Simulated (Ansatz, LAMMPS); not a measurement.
# Elastic response of glassy 61SiO2-18Al2O3-16Na2O-5SnO2 (mol %) (148 atoms): runs compared

Aim: relax glassy 61SiO2-18Al2O3-16Na2O-5SnO2 (mol %) (148 atoms), then change its volume and shape to read moduli from the stress.

Computed with Ansatz 0.2.0: Kohn-Sham DFT, PBE, PAW (set soft_2), plane waves.

### Step 1. The cell as built

The cell holds 148 atoms: 27 Si, 16 Al, 14 Na, 2 Sn and 89 O. Its edges and angles: a = 12.432 Å, b = 12.432 Å, c = 12.432 Å, α = 90.0°, β = 90.0°, γ = 90.0°. 148 atoms (27 Si, 16 Al, 14 Na, 2 Sn, 89 O) placed at random at 2.66 g/cm³, melted at 4000 K for 10 ps at fixed volume with the Morse and Coulomb pair potential with partial charges (Pedone, Malavasi, Menziani, Cormack and Segre, J. Phys. Chem. B 110, 11780 (2006)). Quenched from 4000 K to 300 K at 25 K/ps and fixed volume, held 10 ps at zero pressure.

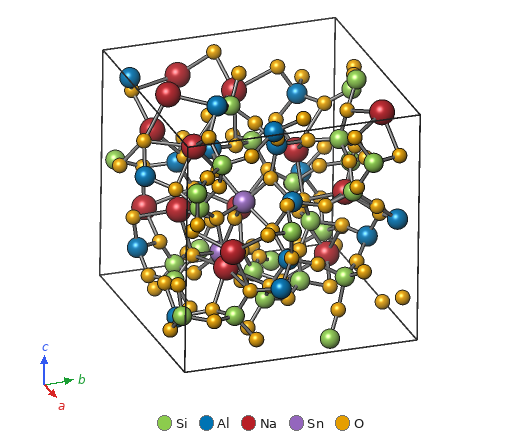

The cell as built. Bonds to atoms that aren't drawn are left out. Some periodic images of atoms are drawn too.

Limits known from the start: The quench rate of 25 K/ps far exceeds what a furnace or splat quench reaches, so expect more defects and frozen-in strain than in a real sample. The starting topology of bonds comes from the classical model, and needn't be the one that DFT or experiment would give. Only the Γ point is sampled.

### Step 2. The reference run

The reference is a single point at the end of the relaxation.

Every strained cell starts from the geometry of this run, and its atoms are relaxed with the cell held.

Its input, with most atom lines left out:

```yaml
crystal:
  lattice:
    - [12.733, -0.08306, -0.03473]
    - [-0.08306, 12.69363, 0.00054]
    - [-0.03473, 0.00054, 12.35566]
  atoms:
    - { symbol: Si, position: [0.9679, 0.82492, 0.80584] }
    - { symbol: Si, position: [0.33981, 0.53391, 0.07028] }
    - { symbol: Si, position: [0.15344, 0.68005, 0.02904] }
    - { symbol: Si, position: [0.40837, 0.40162, 0.86907] }
    - { symbol: Si, position: [0.12415, 0.91145, 0.1282] }
    - { symbol: Si, position: [0.52141, 0.11999, 0.18736] }
    - { symbol: Si, position: [0.06677, 0.04023, 0.54093] }
    [... atom lines 8 to 148 left out ...]
kpoints:
  mp_grid: { grid: [1, 1, 1] }
hamiltonian:
  xc: pbe
scf:
  occupations: { method: gaussian, width: 0.05 }
output:
  forces: true
  stress: true
  populations: true
  dos:
    method: { smearing: { sigma: 0.15 } }
    de: 0.1
    projected: { site_lists: { Al: [Al], Na: [Na], O: [O], Si: [Si], Sn: [Sn] } }
  eigenvalues: true
  write_density: true
  write_potential: true
  volumetric_format: npy
  elf: true
```

```
free energy per atom   : -738.4741 eV/atom
r.m.s. force component : 0.00343 eV/Å
pressure               : 0.01272 GPa
```

Filled and empty levels are parted by 2.53 eV (at Γ alone); a semilocal functional tends to put such gaps too low. In a disordered cell it changes from sample to sample, and tail or defect levels can set it.

### Step 3. The runs

Each row is one run, on 4 threads of Arm Neoverse V1, shared host. The free energy is the program's total, comparable only between runs with the same functional, potentials and atoms.

```tsv
run	atoms	outcome	ionic steps, all passes	free energy (eV)	time	host memory (GiB)
Single point at the start	148	converged	-	-109281.356	33 s	3.0
Cell and atoms relaxed	148	converged	21	-109294.172	13 min	3.2
Single point at the relaxed geometry	148	converged	-	-109294.172	61 s	3.2
Volume -3 %	148	converged	7	-109293.814	4.9 min	3.1
Volume +3 %	148	converged	7	-109293.856	5.3 min	3.3
Volume -6 %	148	converged	10	-109292.754	6.8 min	3.0
Volume +6 %	148	converged	9	-109292.917	6.4 min	3.3
Volume -10 %	148	cut at the time limit	20	-109290.262	13 min	2.9
Stretched by 1 % along x	148	converged	5	-109294.108	3.8 min	3.2
Compressed by 1 % along x	148	converged	4	-109294.090	2.8 min	3.2
```

In some runs the program notes that the SCF threshold is loose for the stress.

### Step 4. Pressure against volume

Atoms are relaxed at each volume, in the scaled cell.

```tsv
volume change (%)	volume (Å³/atom)	energy change (meV/atom)	pressure (GPa)	largest move on relaxing (Å)	bonds	gap (eV)
-6	12.683	9.58	3.78	0.30	267	2.70
-3	13.088	2.42	1.86	0.20	265	2.66
+0	13.493	0.00	0.01	-	260	2.53
+3	13.897	2.13	-1.70	0.20	259	2.37
+6	14.302	8.48	-3.31	0.35	254	2.19
```

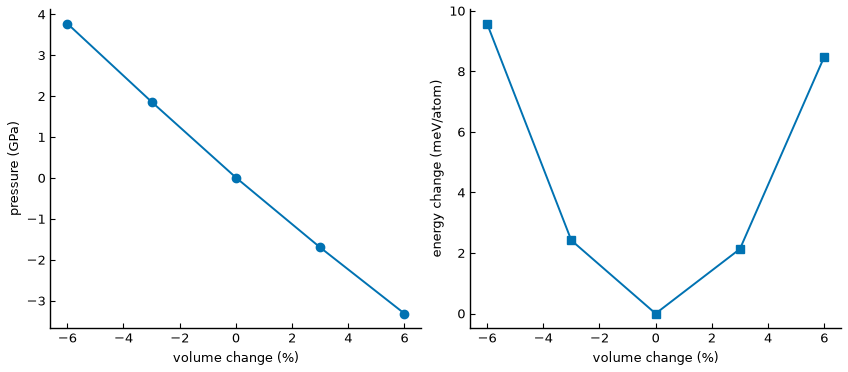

Pressure and energy against volume.

### Step 5. Uniaxial strain and shear

Stress (GPa, compression positive) less that of the relaxed cell, atoms relaxed:

```tsv
strain	xx	yy	zz	xy	energy change (meV/atom)
stretched by 1 % along x	-1.153	-0.383	-0.382	-0.008	0.43
compressed by 1 % along x	1.234	0.490	0.448	0.006	0.55
```

### Step 6. Outcome

The bulk modulus, from the slope of pressure against ln V over the three points nearest the relaxed volume, is 59.3 GPa; a quadratic over all points gives a pressure derivative of about 0.97. The count of bonds runs from 254 to 267 over the series, so at some points contacts cross the cutoffs. The gap goes from 2.70 eV at the smallest volume to 2.19 eV at the largest, -4.4 eV per unit of ln V by a straight line, on the run's k-points. In the Cartesian axes of the cell, finite differences give C11 = 119, C12 = 43.6 and C13 = 41.5 GPa. The mean of C11, C12 and C13, which equals the bulk modulus in a cubic or isotropic solid, is 68.2 GPa: it lies 15 % over the bulk modulus from the volumes.

Caveats: Strains are finite and relaxations stop at the force tolerance of the input, which can leave moduli too stiff; they are those of a static cell at zero temperature. Volumes are changed with the cell's shape held, so in an anisotropic solid the modulus lies over the one under free hydrostatic load. The program notes that the SCF threshold of the relaxations is loose for the stress.

The DFT runs together took 57 min of wall time.

[Logs are printed without paths, hosts, clocks, repeated set-up lines and the standing remarks that a program may print on its own settings, such as how far it seeks lower states.]

[Hosts, paths, dates, database ids (printed as entryN), source tags and the programs' standing remarks are cut or masked in the printed files.]
